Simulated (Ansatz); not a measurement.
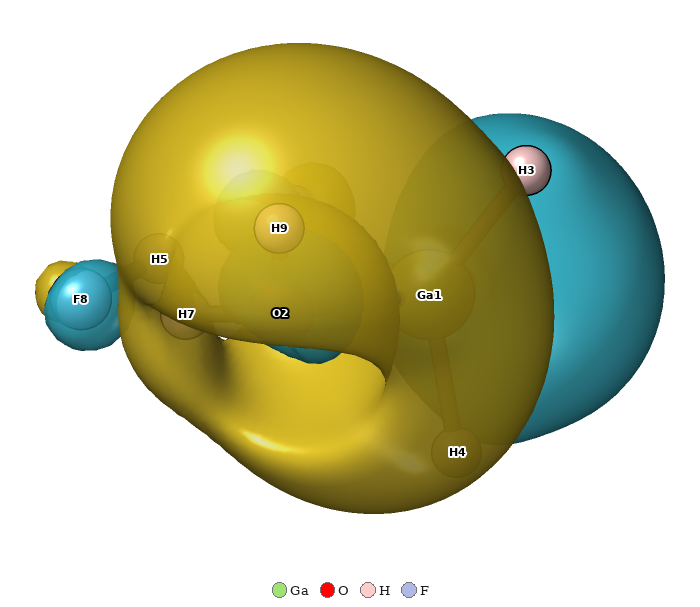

Figure 1: FGaH4O···HF. The LUMO at ±0.08 Å⁻³ᐟ² (yellow and cyan are the two phases), seen from one side.

Level of theory: RKS PBE-D4/def2-SVP (Ansatz).

```xyz
9

Ga   -0.6218   -1.0368    0.3885
O     1.2040   -0.2862   -0.2485
H    -0.9643   -2.0578   -0.7574
H    -0.4494   -1.1440    1.9413
H    -0.5105    1.5931    0.0138
F    -1.4787    0.5991    0.0006
H     1.0866    0.7292   -0.1648
F     0.3846    2.0618    0.0249
H     1.3495   -0.4581   -1.1985
```

### Describe this orbital and give its energy.

By Hirshfeld shares it lies mainly on Ga1 (about 45 %), H9 (about 20 %) and O2 (about 15 %). Its energy is −0.82 eV.
